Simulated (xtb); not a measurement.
# Geometry relaxation, with input and output: CH₄SSn (part 2 of 2)

The same run, continued: CH₄SSn; GFN-FF (xtb 6.7.1). The input holds or restrains some coordinates. The starting geometry was optimised with GFN2-xTB.

Geometry of the input (Å):
```
C  -0.6797  -0.4897  -0.8084
S  -0.1814  -1.4111  0.4852
Sn 0.5901  1.2321  0.3442
H  -1.7075  -0.1547  -0.8510
H  -0.1864  -0.6100  -1.7641
H  0.0943  0.9536  2.0087
H  2.1320  0.4117  0.5397
```

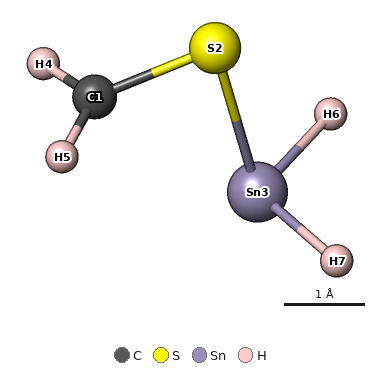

**Figure 1.** The geometry at step 8 of the log (ball-and-stick view, seen at a tilt; atoms are numbered from 1 in the order of the input).

The program's output, continued
```
........................................................................
.............................. CYCLE   10 ..............................
........................................................................
     iter. time                 ...        0 min,  0.000 sec
 * total energy  :    -0.7285458 Eh     change       -0.5586143E-03 Eh
   gradient norm :     0.0059912 Eh/α   predicted    -0.4925775E-03 ( -11.82%)
   displ. norm   :     0.0707782 α      lambda       -0.1107248E-03
   maximum displ.:     0.0469544 α      in ANC's #3, #5, #1, ...

........................................................................
.............................. CYCLE   11 ..............................
........................................................................
     iter. time                 ...        0 min,  0.000 sec
 * total energy  :    -0.7286159 Eh     change       -0.7009289E-04 Eh
   gradient norm :     0.0028697 Eh/α   predicted    -0.5563983E-04 ( -20.62%)
   displ. norm   :     0.0300950 α      lambda       -0.3109762E-04
   maximum displ.:     0.0230765 α      in ANC's #5, #3, #2, ...

........................................................................
.............................. CYCLE   12 ..............................
........................................................................
     iter. time                 ...        0 min,  0.000 sec
 * total energy  :    -0.7286397 Eh     change       -0.2379597E-04 Eh
   gradient norm :     0.0027147 Eh/α   predicted    -0.1556171E-04 ( -34.60%)
   displ. norm   :     0.0420194 α      lambda       -0.4203895E-04
   maximum displ.:     0.0342994 α      in ANC's #5, #3, #1, ...

........................................................................
.............................. CYCLE   13 ..............................
........................................................................
     iter. time                 ...        0 min,  0.000 sec
 * total energy  :    -0.7286693 Eh     change       -0.2961423E-04 Eh
   gradient norm :     0.0030320 Eh/α   predicted    -0.2105658E-04 ( -28.90%)
   displ. norm   :     0.0336942 α      lambda       -0.2775246E-04
   maximum displ.:     0.0250538 α      in ANC's #5, #1, #11, ...

........................................................................
.............................. CYCLE   14 ..............................
........................................................................
     iter. time                 ...        0 min,  0.000 sec
 * total energy  :    -0.7286878 Eh     change       -0.1853789E-04 Eh
   gradient norm :     0.0024318 Eh/α   predicted    -0.1389325E-04 ( -25.05%)
   displ. norm   :     0.0177292 α      lambda       -0.1053968E-04
   maximum displ.:     0.0107014 α      in ANC's #1, #5, #11, ...

........................................................................
.............................. CYCLE   15 ..............................
........................................................................
     iter. time                 ...        0 min,  0.000 sec
 * total energy  :    -0.7286946 Eh     change       -0.6735416E-05 Eh
   gradient norm :     0.0012829 Eh/α   predicted    -0.5271271E-05 ( -21.74%)
   displ. norm   :     0.0115895 α      lambda       -0.3216229E-05
   maximum displ.:     0.0058130 α      in ANC's #6, #3, #1, ...

........................................................................
.............................. CYCLE   16 ..............................
........................................................................
     iter. time                 ...        0 min,  0.000 sec
 * total energy  :    -0.7286974 Eh     change       -0.2884846E-05 Eh
   gradient norm :     0.0007735 Eh/α   predicted    -0.1608867E-05 ( -44.23%)
   displ. norm   :     0.0082381 α      lambda       -0.2199257E-05
   maximum displ.:     0.0047016 α      in ANC's #6, #7, #5, ...

   *** GEOMETRY OPTIMIZATION CONVERGED AFTER 16 ITERATIONS ***

------------------------------------------------------------------------
 total energy gain   :        -0.1146641 Eh      -71.9528 kcal/mol
 total RMSD          :         0.5422683 a0        0.2870 Å
 total power (kW/mol):       -18.8156657 (step)********** (real)
------------------------------------------------------------------------

 ANCopt (total)                0 d,  0 h,  0 min,  0.003 sec
 optimizer setup                ...        0 min,  0.000 sec (  2.653%)
 model hessian                  ...        0 min,  0.000 sec (  2.234%)
 ANC generation                 ...        0 min,  0.000 sec (  3.725%)
 coordinate transformation      ...        0 min,  0.000 sec (  2.820%)
 single point calculation       ...        0 min,  0.001 sec ( 34.657%)
 optimization log               ...        0 min,  0.000 sec ( 16.032%)
 hessian update                 ...        0 min,  0.000 sec (  2.520%)
 rational function              ...        0 min,  0.000 sec ( 16.901%)

================
 final structure:
================
$coord angs
       -0.82306898921837       -0.54684112521875       -1.01911651887793      C
       -0.25130259526499       -1.31403135516155        0.33640178137677      S
        0.67413833629245        0.87294599007495        0.65915644956782      Sn
       -1.82229627353722       -0.13084781890404       -1.04182566781477      H
       -0.28325008945216       -0.59816112081693       -1.95585290930058      H
        0.23592147752586        1.10003986243629        2.27547864226702      H
        2.33125813365446        0.54879556758859        0.70005822278151      H
$end

 Bond Distances (Angstroems)
 ---------------------------
C1-S2=1.6592         C1-Sn3=2.6597        C1-H4=1.0826         C1-H5=1.0824         S2-C1=1.6592         S2-Sn3=2.3966
Sn3-C1=2.6597        Sn3-S2=2.3966        Sn3-H6=1.6900        Sn3-H7=1.6890        H4-C1=1.0826         H5-C1=1.0824
H6-Sn3=1.6900        H7-Sn3=1.6890
 C  H  Rav=1.0825 sigma=0.0001  Rmin=1.0824  Rmax=1.0826     2
 S  C  Rav=1.6592 sigma=0.0000  Rmin=1.6592  Rmax=1.6592     1
 Sn H  Rav=1.6895 sigma=0.0005  Rmin=1.6890  Rmax=1.6900     2
 Sn C  Rav=2.6597 sigma=0.0000  Rmin=2.6597  Rmax=2.6597     1
 Sn S  Rav=2.3966 sigma=0.0000  Rmin=2.3966  Rmax=2.3966     1

 selected bond angles (degree)
 --------------------
Sn3-C1-S2= 62.44               H4-C1-S2=120.86                H4-C1-Sn3=109.13               H5-C1-S2=120.88
H5-C1-Sn3=106.90               H5-C1-H4=117.41                Sn3-S2-C1= 79.70               S2-Sn3-C1= 37.86
H6-Sn3-C1=121.96               H6-Sn3-S2= 98.70               H7-Sn3-C1=117.72               H7-Sn3-S2=101.95
H7-Sn3-H6=104.89

 selected dihedral angles (degree)
 ---------------------------------
Sn3-S2-C1-H4=263.18           Sn3-S2-C1-H5= 94.01           S2-Sn3-C1-H4=115.55           S2-Sn3-C1-H5=243.48
H6-Sn3-C1-S2=300.79           H6-Sn3-C1-H4= 56.34           H6-Sn3-C1-H5=184.26           H7-Sn3-C1-S2= 72.85
H7-Sn3-C1-H4=188.40           H7-Sn3-C1-H5=316.33           H6-Sn3-S2-C1=132.49           H7-Sn3-S2-C1=239.84
           -------------------------------------------------
          |                Final Singlepoint                |
           -------------------------------------------------
         :::::::::::::::::::::::::::::::::::::::::::::::::::::
         ::                     SUMMARY                     ::
         :::::::::::::::::::::::::::::::::::::::::::::::::::::
         :: total energy              -0.728697436335 Eh    ::
         :: gradient norm              0.000819733716 Eh/a0 ::
         ::.................................................::
         :: bond energy               -0.760087278596 Eh    ::
         :: angle energy               0.002297676782 Eh    ::
         :: torsion energy             0.009178199448 Eh    ::
         :: repulsion energy           0.036220595787 Eh    ::
         :: electrostat energy        -0.013851661998 Eh    ::
         :: dispersion energy         -0.003209929344 Eh    ::
         :: HB energy                  0.000000000000 Eh    ::
         :: XB energy                  0.000000000000 Eh    ::
         :: bonded atm energy         -0.000132627246 Eh    ::
         :: external energy            0.000000000000 Eh    ::
         :: add. restraining           0.000887588832 Eh    ::
         :: total charge              -0.000000000000 e     ::
         :::::::::::::::::::::::::::::::::::::::::::::::::::::

           -------------------------------------------------
          |                Property Printout                |
           -------------------------------------------------

molecular dipole:
                 x           y           z       tot (Debye)
 q only:        0.159       0.717      -0.100       1.884
           -------------------------------------------------
          |                Geometry Summary                 |
           -------------------------------------------------

      molecular mass/u    :      166.8173989
   center of mass at/Å    :        0.3749532       0.3348125       0.4602190
  moments of inertia/u·Å² :        0.3680898E+02   0.1937495E+03   0.2199436E+03
rotational constants/cm⁻¹ :        0.4579760E+00   0.8700736E-01   0.7664525E-01

 * 6 selected distances

     #   Z          #   Z                                           value/Å
     1   6 C        2  16 S                                       1.6591950
     2  16 S        3  50 Sn                                      2.3965564 (max)
     1   6 C        4   1 H                                       1.0825994
     1   6 C        5   1 H                                       1.0823648 (min)
     3  50 Sn       6   1 H                                       1.6900011
     3  50 Sn       7   1 H                                       1.6890213

 * 4 distinct bonds (by element types)

   Z      Z             #   av. dist./Å        max./Å        min./Å
   1 H    6 C           2     1.0824821     1.0825994     1.0823648
   6 C   16 S           1     1.6591950     1.6591950     1.6591950
   1 H   50 Sn          2     1.6895112     1.6900011     1.6890213
  16 S   50 Sn          1     2.3965564     2.3965564     2.3965564

optimized geometry written to: xtbopt.coord

           -------------------------------------------------
          | TOTAL ENERGY               -0.728697436335 Eh   |
          | GRADIENT NORM               0.000819733716 Eh/α |
           -------------------------------------------------
########################################################################
[WARNING] Runtime exception occurred
-1- gfnff_setup: Could not read topology file.
########################################################################

------------------------------------------------------------------------
------------------------------------------------------------------------
 total:
 *  cpu-time:     0 d,  0 h,  0 min,  0.007 sec
 * ratio c/w:     0.866 speedup
 SCF:
 *  cpu-time:     0 d,  0 h,  0 min,  0.000 sec
 * ratio c/w:     0.998 speedup
 ANC optimizer:
 *  cpu-time:     0 d,  0 h,  0 min,  0.003 sec
 * ratio c/w:     0.765 speedup
```

Trajectory as extended XYZ (Å, eV, eV/Å), 16 frames, from step=0 to step=15
```
7
Properties=species:S:1:pos:R:3 step=0 energy=-16.70870
C    -0.6797   -0.4897   -0.8084
S    -0.1814   -1.4111    0.4852
Sn    0.5901    1.2321    0.3442
H    -1.7075   -0.1547   -0.8510
H    -0.1864   -0.6100   -1.7641
H     0.0943    0.9536    2.0087
H     2.1320    0.4117    0.5397
7
Properties=species:S:1:pos:R:3 step=1 energy=-19.28535
C    -0.7334   -0.5570   -0.8617
S    -0.1694   -1.3706    0.4845
Sn    0.6577    1.2413    0.4427
H    -1.7322   -0.1513   -0.8658
H    -0.1891   -0.6131   -1.7911
H     0.0965    0.9618    2.0072
H     2.1313    0.4208    0.5384
7
Properties=species:S:1:pos:R:3 step=2 energy=-19.55169
C    -0.7821   -0.5222   -0.9522
S    -0.1617   -1.2509    0.4396
Sn    0.7208    1.0490    0.6230
H    -1.7744   -0.1271   -0.9240
H    -0.2157   -0.5920   -1.8576
H     0.0832    0.9669    2.0777
H     2.1915    0.4082    0.5477
7
Properties=species:S:1:pos:R:3 step=3 energy=-19.70870
C    -0.7937   -0.5712   -0.9443
S    -0.1396   -1.2264    0.4649
Sn    0.6870    1.0664    0.5477
H    -1.7812   -0.1371   -0.9142
H    -0.2111   -0.6049   -1.8538
H     0.0792    0.9861    2.1058
H     2.2209    0.4189    0.5482
7
Properties=species:S:1:pos:R:3 step=4 energy=-19.74346
C    -0.7895   -0.5836   -0.9693
S    -0.1364   -1.2077    0.4435
Sn    0.6445    1.0320    0.5829
H    -1.7782   -0.1359   -0.9377
H    -0.2106   -0.6106   -1.8790
H     0.0776    1.0047    2.1578
H     2.2540    0.4330    0.5560
7
Properties=species:S:1:pos:R:3 step=5 energy=-19.75549
C    -0.8259   -0.5712   -0.9599
S    -0.1770   -1.2122    0.4194
Sn    0.7175    0.9640    0.5585
H    -1.8108   -0.1328   -0.9480
H    -0.2457   -0.5926   -1.8800
H     0.0910    1.0338    2.1905
H     2.3124    0.4431    0.5740
7
Properties=species:S:1:pos:R:3 step=6 energy=-19.78337
C    -0.8020   -0.5659   -0.9648
S    -0.1908   -1.2513    0.3982
Sn    0.6834    0.9817    0.5929
H    -1.7928   -0.1318   -0.9612
H    -0.2399   -0.5964   -1.8892
H     0.1007    1.0388    2.1978
H     2.3029    0.4567    0.5806
7
Properties=species:S:1:pos:R:3 step=7 energy=-19.79812
C    -0.8016   -0.5562   -0.9810
S    -0.1993   -1.2584    0.3837
Sn    0.6821    0.9570    0.6319
H    -1.7951   -0.1270   -0.9798
H    -0.2459   -0.5930   -1.9061
H     0.1108    1.0448    2.2137
H     2.3104    0.4646    0.5919
7
Properties=species:S:1:pos:R:3 step=8 energy=-19.80954
C    -0.8081   -0.5507   -0.9888
S    -0.2159   -1.2729    0.3697
Sn    0.6897    0.9258    0.6466
H    -1.8031   -0.1245   -0.9976
H    -0.2592   -0.5883   -1.9192
H     0.1308    1.0613    2.2330
H     2.3272    0.4812    0.6106
7
Properties=species:S:1:pos:R:3 step=9 energy=-19.82474
C    -0.8196   -0.5447   -1.0032
S    -0.2459   -1.3080    0.3488
Sn    0.6951    0.8704    0.6656
H    -1.8169   -0.1225   -1.0327
H    -0.2850   -0.5824   -1.9446
H     0.1826    1.0964    2.2653
H     2.3511    0.5227    0.6551
7
Properties=species:S:1:pos:R:3 step=10 energy=-19.82665
C    -0.8211   -0.5433   -1.0084
S    -0.2521   -1.3186    0.3445
Sn    0.6915    0.8593    0.6700
H    -1.8190   -0.1232   -1.0418
H    -0.2903   -0.5830   -1.9514
H     0.2018    1.1045    2.2707
H     2.3507    0.5362    0.6706
7
Properties=species:S:1:pos:R:3 step=11 energy=-19.82729
C    -0.8218   -0.5433   -1.0115
S    -0.2535   -1.3210    0.3426
Sn    0.6877    0.8576    0.6702
H    -1.8196   -0.1244   -1.0441
H    -0.2908   -0.5850   -1.9537
H     0.2113    1.1063    2.2723
H     2.3480    0.5417    0.6786
7
Properties=species:S:1:pos:R:3 step=12 energy=-19.82810
C    -0.8229   -0.5443   -1.0160
S    -0.2543   -1.3216    0.3395
Sn    0.6816    0.8592    0.6675
H    -1.8207   -0.1267   -1.0450
H    -0.2892   -0.5894   -1.9557
H     0.2247    1.1066    2.2740
H     2.3422    0.5480    0.6899
7
Properties=species:S:1:pos:R:3 step=13 energy=-19.82861
C    -0.8237   -0.5457   -1.0189
S    -0.2538   -1.3194    0.3371
Sn    0.6766    0.8646    0.6632
H    -1.8216   -0.1288   -1.0435
H    -0.2861   -0.5940   -1.9561
H     0.2336    1.1046    2.2748
H     2.3363    0.5507    0.6976
7
Properties=species:S:1:pos:R:3 step=14 energy=-19.82879
C    -0.8236   -0.5466   -1.0195
S    -0.2526   -1.3166    0.3364
Sn    0.6746    0.8693    0.6604
H    -1.8221   -0.1300   -1.0420
H    -0.2839   -0.5966   -1.9558
H     0.2359    1.1022    2.2750
H     2.3331    0.5502    0.6998
7
Properties=species:S:1:pos:R:3 step=15 energy=-19.82887
C    -0.8231   -0.5468   -1.0191
S    -0.2513   -1.3140    0.3364
Sn    0.6741    0.8730    0.6592
H    -1.8223   -0.1308   -1.0418
H    -0.2833   -0.5982   -1.9559
H     0.2359    1.1000    2.2755
H     2.3313    0.5488    0.7001
```

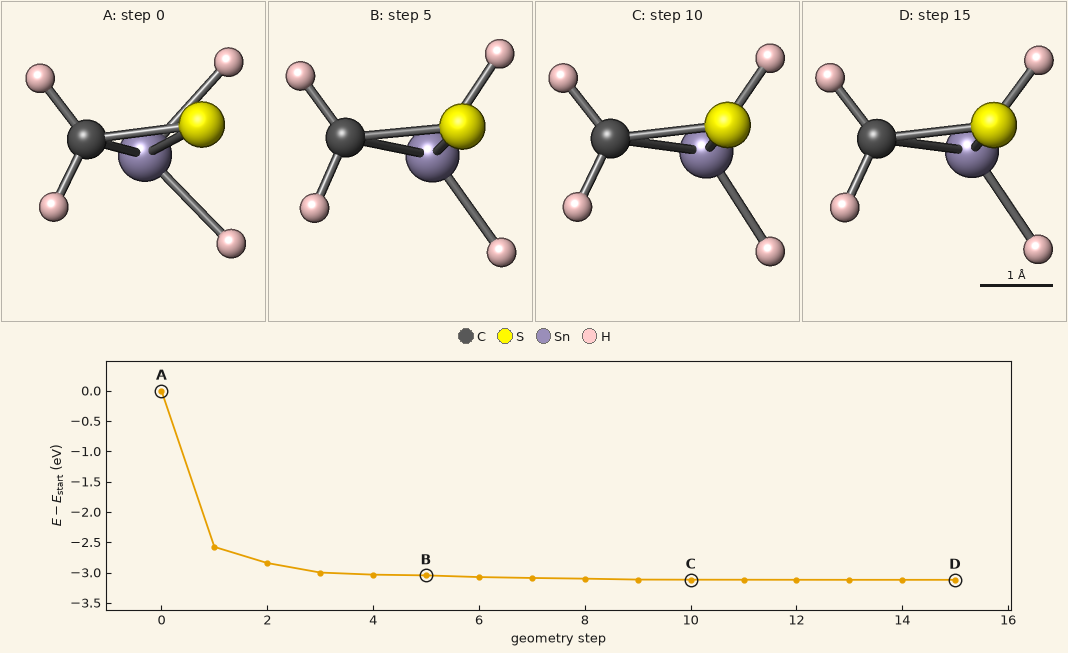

**Figure 2.** Frames of the restrained relaxation (ball-and-stick view, seen at a tilt) above the curves, on which the letters mark them (steps are counted from 0).

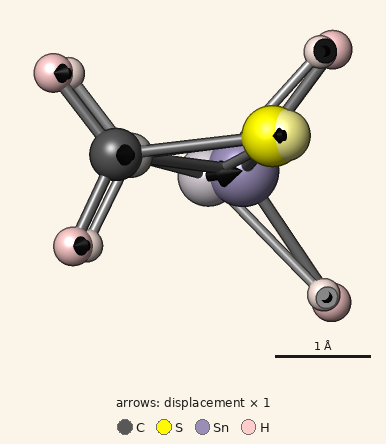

**Figure 3.** Start (faint) and end (solid) with the displacements as black arrows, at true length (ball-and-stick view, seen at a tilt). The two geometries are laid on each other by the best rigid fit. Sn3 moves most after the best rigid fit: 0.42 Å. By element the largest moves are Sn 0.42 Å, H 0.36 Å, C 0.26 Å, S 0.14 Å. Among the contacts that change: S2–Sn3 2.757 → 2.397 Å, C1–Sn3 2.430 → 2.660 Å, Sn3–H6 1.759 → 1.690 Å, C1–S2 1.665 → 1.659 Å. Among the angles that change: S2–Sn3–H6 73.8° → 98.7°, S2–Sn3–H7 78.0° → 101.9°, C1–Sn3–H6 100.9° → 122.0°. After 15 geometry steps the energy has fallen by 3.120 eV. (Atoms are counted from 1 in the order of the input.)
